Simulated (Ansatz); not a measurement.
**One shape, several levels: quartet GaHCl**

We compute a comparison of 4 runs (UB2PLYP/STO-3G, UBHLYP/STO-3G, UBLYP/STO-3G, UCCSDT/STO-3G) of quartet GaHCl. 

The calculation is run with Ansatz 0.2.0.

99 further runs of the same task are left out: 46 that didn't finish, 53 set aside as unsound or not needed.

## Step 1: Starting point

GaHCl has 3 atoms, charge 0, and is taken as a quartet. As SMILES of the parent species, `[Cl][GaH]`. The shape is that of a PBE0-D4/def2-TZVP optimisation. That shape belongs to the parent species and isn't relaxed for this state.

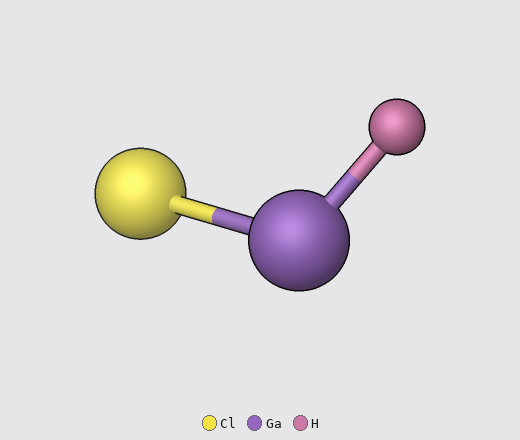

Viewed from a chosen angle; chlorine yellow, gallium purple, hydrogen pink.

## Step 2: The energy at UB2PLYP/STO-3G (run 1)

Input file job.yaml:

```yaml
crystal:
  periodic: [false, false, false]
  atoms:
    - {symbol: Cl, position_ang: [1.530700, -0.191300, 0.805700]}
    - {symbol: Ga, position_ang: [-0.331100, -0.583500, -0.232800]}
    - {symbol: H, position_ang: [-1.210500, 0.710000, -0.586300]}
basis:
  gaussian: {orbitals: STO-3G}
magnetization: {spin_polarized: true, initial_magnetization: 3}
hamiltonian: {xc: {name: B2PLYP}}
correlation: {frozen_orbitals: {Cl: 5, Ga: 9, H: 0}}
accuracy: high
```

On the command line:

```
$ ansatz run job.yaml --threads 1 --pin off --max-ram 2610MiB --events-out events.jsonl --progress --plain --runs-dir runs
```

What it wrote:

```text
Warning: RAYON_NUM_THREADS=1 ignored (pool sized by the plan → 1); use --threads N
Functional definition: B2PLYP
  name "B2PLYP"
  parameter a = 0.53
  parameter c = 0.27
  exchange = (1 - a)*b88_x + a*exact_x
  correlation = (1 - c)*lyp_c + c*(mp2_os + mp2_ss)
397 factors; integrals over basis functions are off by at most 3.6e-8 eV
mean field evaluation 1: about -64010.2645 eV, gradient 1.4e2 eV
mean field evaluation 2: about -64010.3102 eV, gradient 1.4e2 eV
mean field evaluation 4: about -64122.5587 eV, gradient 3.2e1 eV
mean field evaluation 8: about -64150.7203 eV, gradient 3.0e0 eV
mean field evaluation 16: about -64150.7943 eV, gradient 2.6e-2 eV
mean field evaluation 32: about -64150.8020 eV, gradient 3.4e-3 eV
mean field evaluation 64: about -64150.7933 eV, gradient 3.4e-1 eV
mean field evaluation 96: about -64150.7880 eV, gradient 3.7e-1 eV
mean field evaluation 128: about -64130.6013 eV, gradient 3.9e1 eV
mean field evaluation 160: about -64131.8899 eV, gradient 1.8e1 eV
mean field -64150.80198993 eV, -2357.4984901545 hartree, gradient 2.9e-8 eV, S^2 3.751876; 8 other end points of the search recorded, 0 dependent functions left out
14 core orbitals not correlated: weight in the atoms' cores, before any rotation towards them, 0.999 or more for the frozen orbitals, at most 0.000 for the correlated occupied ones
reference -64150.80200664 eV, -2357.4984907687 hartree; 12, 9 occupied and 2, 5 virtual orbitals, 397 factors
second order -0.92935307 eV of doubles, -0.00000000 eV of singles
Total energy: -64151.05293197 eV, -2357.5077121044 hartree
```

Run time: 31 s. Hardware: 1 thread of Arm Neoverse V1, shared host; peak memory 0.14 GiB.

## Step 3: The energy at UBHLYP/STO-3G (run 2)

Input file in.yaml:

```yaml
basis:
  gaussian: {orbitals: STO-3G}
crystal:
  periodic: [false, false, false]
  atoms:
    - {symbol: Cl, position_ang: [1.530700, -0.191300, 0.805700]}
    - {symbol: Ga, position_ang: [-0.331100, -0.583500, -0.232800]}
    - {symbol: H, position_ang: [-1.210500, 0.710000, -0.586300]}
magnetization: {spin_polarized: true, initial_magnetization: 3}
hamiltonian: {xc: {name: BHLYP}}
accuracy: high
```

On the command line:

```
$ ansatz run in.yaml --threads 1 --pin off --max-ram 2610MiB --events-out events.jsonl --progress --plain --runs-dir runs
```

What it wrote:

```text
Warning: RAYON_NUM_THREADS=1 ignored (pool sized by the plan → 1); use --threads N
Functional definition: BHLYP
  name "BHLYP"
  parameter a = 0.5
[... 1 set-up line as earlier in the session ...]
  correlation = lyp_c
397 factors; integrals over basis functions are off by at most 3.6e-8 eV
mean field evaluation 1: about -64005.1635 eV, gradient 1.5e2 eV
mean field evaluation 2: about -64068.7531 eV, gradient 7.0e1 eV
mean field evaluation 4: about -64149.8252 eV, gradient 2.6e1 eV
mean field evaluation 8: about -64166.3124 eV, gradient 1.6e0 eV
mean field evaluation 16: about -64166.3551 eV, gradient 1.4e-2 eV
mean field evaluation 32: about -64166.3609 eV, gradient 1.9e-4 eV
mean field evaluation 64: about -64166.3606 eV, gradient 1.0e-2 eV
mean field -64166.36089470 eV, -2358.0702693589 hartree, gradient 3.4e-8 eV, S^2 3.751594; 8 other end points of the search recorded, 0 dependent functions left out
reference -64166.36091251 eV, -2358.0702700133 hartree; 26, 23 occupied and 2, 5 virtual orbitals, 397 factors
Total energy: -64166.36091251 eV, -2358.0702700133 hartree
```

Wall time 24 s (1 thread of Arm Neoverse V1, shared host); peak memory 0.14 GiB.

Run 3 isn't shown in full; the table further down has it.

## Step 4: The energy at UCCSDT/STO-3G (run 4)

Input file in.yaml:

```yaml
crystal:
  periodic: [false, false, false]
  atoms:
    - {symbol: Cl, position_ang: [1.530700, -0.191300, 0.805700]}
    - {symbol: Ga, position_ang: [-0.331100, -0.583500, -0.232800]}
    - {symbol: H, position_ang: [-1.210500, 0.710000, -0.586300]}
basis:
  gaussian: {orbitals: STO-3G}
magnetization: {spin_polarized: true, initial_magnetization: 3}
correlation: {method: ccsdt, frozen_orbitals: {Cl: 5, Ga: 9, H: 0}}
accuracy: high
scf: {omitted_lower_state_checks: [cluster_reference, increment]}
```

On the command line:

```
$ ansatz run in.yaml --threads 1 --pin off --max-ram 2610MiB --events-out events.jsonl --progress --plain --runs-dir runs
```

What it wrote:

```text
Warning: RAYON_NUM_THREADS=1 ignored (pool sized by the plan → 1); use --threads N
[... 16 lines left out ...]
14 core orbitals not correlated: weight in the atoms' cores, before any rotation towards them, 0.999 or more for the frozen orbitals, at most 0.001 for the correlated occupied ones
[... 68 lines left out ...]
Total energy: -64115.21895890 eV, -2356.1908378833 hartree
Checks for a lower state left out: cluster_reference, increment
```

Wall time 3.6 s (1 thread of Arm Neoverse V1, shared host); peak memory 0.091 GiB.

## Step 5: All runs side by side

| run | level | frozen core orbitals | energy (Eh) | ⟨S²⟩ | wall time |
| --- | --- | --- | --- | --- | --- |
| 1 | UB2PLYP/STO-3G | 14 | -2357.507712 | 3.752 | 31 s |
| 2 | UBHLYP/STO-3G | – | -2358.070270 | 3.752 | 24 s |
| 3 | UBLYP/STO-3G | – | -2357.840449 | 3.751 | 13 s |
| 4 | UCCSDT/STO-3G | 14 | -2356.190838 | 3.755 | 3.6 s |

## Step 6: Results

| quantity | value |
| --- | --- |
| run 4: total energy | -2356.19084 Eh |
| run 4: correlation energy (14 core orbitals frozen) | -36.5 mEh |
| run 4: ⟨S²⟩ of the reference determinant | 3.755 |
| run 4: T1 diagnostic | 0.013 |

**Reading.** Totals of different functionals can't be ranked against each other. In runs 1, 2, 3, 4 the basis is minimal, so the values are rough. All runs together took 71 s, the longest 31 s.
